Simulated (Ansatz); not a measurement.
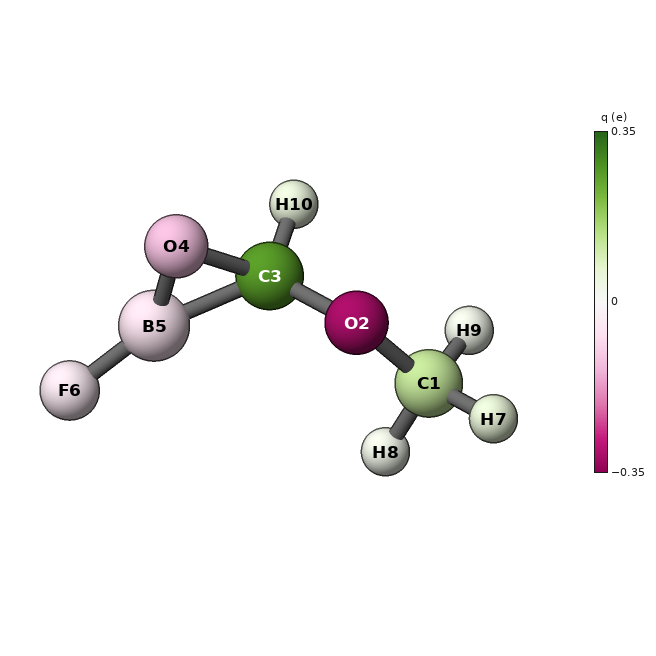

Atoms are coloured by their Mulliken charges. The geometry was computed by an optimisation with PBE-D4/def2-SVP. No frequency run is at hand to confirm it as a minimum. Properties computed with RKS PBE-D4/def2-SVP (Ansatz 0.2.0).

Q: Which atom carries the highest charge (most positive or least negative)?

A: C3 (0.26 e).

Q: And the lowest?

A: O2 (−0.31 e).

Give the Mulliken charges atom by atom.

```tsv
atom	value (e)
C1	0.12
O2	−0.31
C3	0.26
O4	−0.12
B5	−0.05
F6	−0.04
H7	0.05
H8	0.02
H9	0.02
H10	0.04
```

Mulliken values depend strongly on the basis set and can even reverse the polarity of a bond.
